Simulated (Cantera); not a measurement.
A closed system holds: 1 mol CO, 0.66 mol O₂, 4.3 mol N₂, at 1.05 Torr.

These are equilibrium values from Cantera (NASA tables, ideal gas, pure condensed phases), not measurements of a reactor. Candidate condensed phases: C; 24 gas species. The numbers say what is thermodynamically allowed, not how fast it happens.

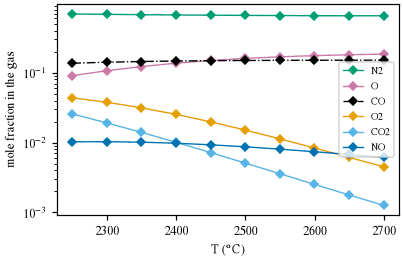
Equilibrium gas composition (values under 1e-9 drawn at 1e-9)

**Question.** Read off the mole fractions at 2700 °C.

**Answer.** N₂ about 0.65, O about 0.18, CO about 0.15, NO about 0.0061, O₂ about 0.0045, CO₂ about 0.0013.
